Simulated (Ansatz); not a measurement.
BSiH$_{6}$OF: several calculations on one system

**1. Relaxation**

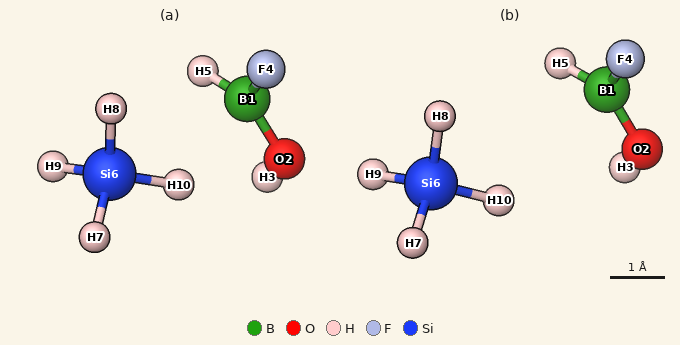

The structure of BSiH6OF before (left) and after (right) a relaxation, at one scale.

A ball-and-stick model, seen at a tilt.

The run prepares an end point of a later path (reaction) calculation, from a guessed geometry.

Theory: RKS PBE0/6-31G* (Ansatz 0.2.0).

Input
```yaml
crystal:
  periodic: [false, false, false]
  atoms:
    - { symbol: B, position_ang: [-0.018873, -0.360591, 0.122142] }
    - { symbol: O, position_ang: [-0.06179, -0.964714, 1.359832] }
    - { symbol: H, position_ang: [-0.949547, -0.929241, 1.731891] }
    - { symbol: F, position_ang: [1.155966, -0.344214, -0.49184] }
    - { symbol: H, position_ang: [-0.986955, 0.066738, -0.437213] }
    - { symbol: Si, position_ang: [0.119247, 2.654757, 1.059517] }
    - { symbol: H, position_ang: [0.845679, 3.414197, 2.113237] }
    - { symbol: H, position_ang: [0.859977, 2.746422, -0.224203] }
    - { symbol: H, position_ang: [-1.247905, 3.217946, 0.882026] }
    - { symbol: H, position_ang: [0.009101, 1.253399, 1.492311] }
basis:
  gaussian: { orbitals: "6-31G*" }
hamiltonian:
  xc: pbe0
relax:
  f_tol: 0.03
  max_steps: 50
```

Command:
```bash
ansatz run input.yaml --threads 1 --pin off --max-ram 2048MiB --backend cpu --events-out ev --progress --plain --runs-dir out
```

Describe what moved and what it gained.

Answer. The atom that moves furthest after the best rigid fit is H10 (0.49 Å). Largest moves by element: H 0.49 Å, F 0.45 Å, B 0.44 Å, Si 0.42 Å, O 0.41 Å. Near-neighbour distances that change, for instance: B1–O2 1.378 → 1.350 Å, Si6–H10 1.471 → 1.489 Å. Over 6 geometry steps the energy falls by 0.220 eV. The largest force component goes from 0.94 to 0.028 eV/Å.

**2. Relaxation**

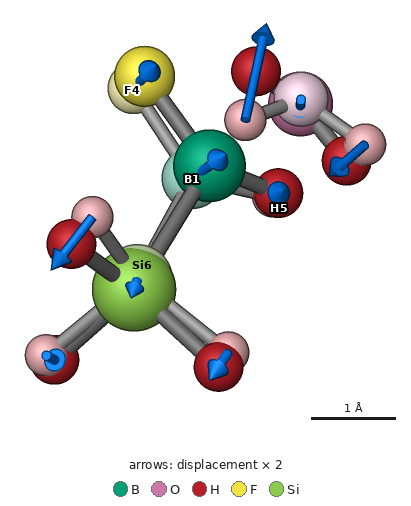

This is a relaxation of BSiH6OF. The starting structure is drawn faded, the final one solid; blue arrows show the displacements, 2 times their true length. The two geometries are superimposed by the best rigid fit.

A ball-and-stick model, seen from a free direction.

The run prepares an end point of a later path (reaction) calculation, from a guessed geometry.

All numbers below come from Ansatz 0.2.0, RKS PBE0/6-31G*. (no spin polarisation; force threshold 0.03 eV/Å; at most 50 steps)

Atoms of which element are displaced furthest, and by how much?

Hydrogen: up to 0.73 Å, against 0.47 Å for boron.

Describe the change and its energy.

After 13 accepted moves (14 points after the start) the energy has fallen by 28.2 kJ/mol. Largest force component: 0.85 eV/Å at the start, 0.027 eV/Å at the end. The line search rejected the trial step at point 10 of the run. The atom that moves furthest after the best rigid fit is an H atom (0.73 Å). Largest moves by element: H 0.73 Å, B 0.47 Å, O 0.46 Å, F 0.44 Å, Si 0.14 Å. Near-neighbour distances that change, for instance: B–O 2.601 → 1.781 Å, B–Si 1.978 → 2.055 Å, B–F 1.328 → 1.364 Å, H–O 0.984 → 0.971 Å. Among the angles between lasting bonds that change: H–B–Si 123.9° → 117.7°, F–B–Si 119.1° → 115.9°, H–O–H 104.5° → 106.9°.

**3. Path**

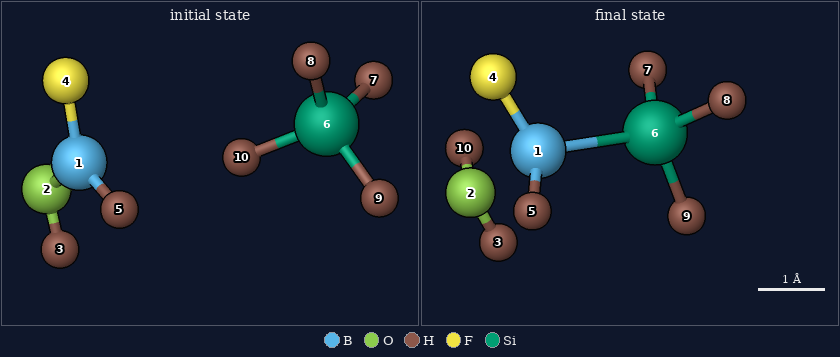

The two relaxed end points of a path for BSiH$_{6}$OF, made up at the start of BH₂OF and SiH4. The picture is a ball-and-stick view, seen from a free direction.

All numbers below come from Ansatz 0.2.0, RKS PBE0/6-31G*.

Settings: 7 movable images; climbing image; force threshold 0.05 eV/Å; iteration limit 51.

Start:
```xyz
10

B    -0.0374   -0.7878    0.0159
O    -0.0803   -1.3509    1.2416
H    -0.9676   -1.3091    1.6170
F     1.1263   -0.7727   -0.6163
H    -0.9978   -0.3087   -0.5221
Si    0.1388    3.0593    1.1728
H     0.9047    3.8922    2.1380
H     0.8656    2.9908   -0.1226
H    -1.2077    3.6559    0.9579
H    -0.0197    1.6856    1.7255
```

End:
```xyz
10

B     0.1475    0.3972    0.0406
O    -0.3718   -0.4112    1.5401
H    -1.2141   -0.0369    1.8435
F     1.3944   -0.1389   -0.0949
H    -0.7166   -0.0243   -0.6917
Si    0.0779    2.3860    0.5520
H     0.9940    2.7068    1.6998
H     0.4206    3.3311   -0.5523
H    -1.2915    2.7717    1.0394
H     0.2846   -0.2268    2.2312
```

**What barrier does the band find between them, and by what path?**

Forward barrier 238.3 kJ/mol, backward barrier 93.7 kJ/mol, with image 4 at the top; the reaction energy is +144.6 kJ/mol. Breaking: B1–O2 (1.35 → 1.58 at the top → 1.78 Å), Si6–H10 (1.49 → 1.90 at the top → 3.11 Å). Forming: B1–Si6 (4.02 → 2.25 at the top → 2.05 Å), O2–H10 (3.08 → 1.20 at the top → 0.97 Å). The band converged in 23 iterations, with a climbing image at the top. At the top, the vibrational analysis gives one imaginary mode (1363i cm⁻¹), as a transition state must have.

Energies of the converged images:

| image | path (Å) | E (kJ/mol) |
| --- | --- | --- |
| 0 | 0.00 | 0.0 |
| 1 | 0.85 | 0.4 |
| 2 | 1.70 | 6.2 |
| 3 | 2.55 | 49.9 |
| 4 | 3.40 | 238.3 |
| 5 | 3.95 | 179.3 |
| 6 | 4.51 | 149.1 |
| 7 | 5.07 | 145.6 |
| 8 | 5.62 | 144.6 |

The geometry at the top of the path:

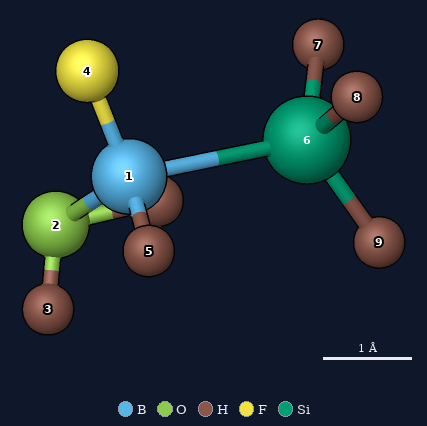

Limits of the set-up: the start holds two separate molecules, 3.0 Å apart at their closest, whose relative position is a soft coordinate and is computed without a dispersion correction.

Cost: 7.8 min on 1 thread of Arm Neoverse V2 (shared host), peak memory 0.17 GiB.
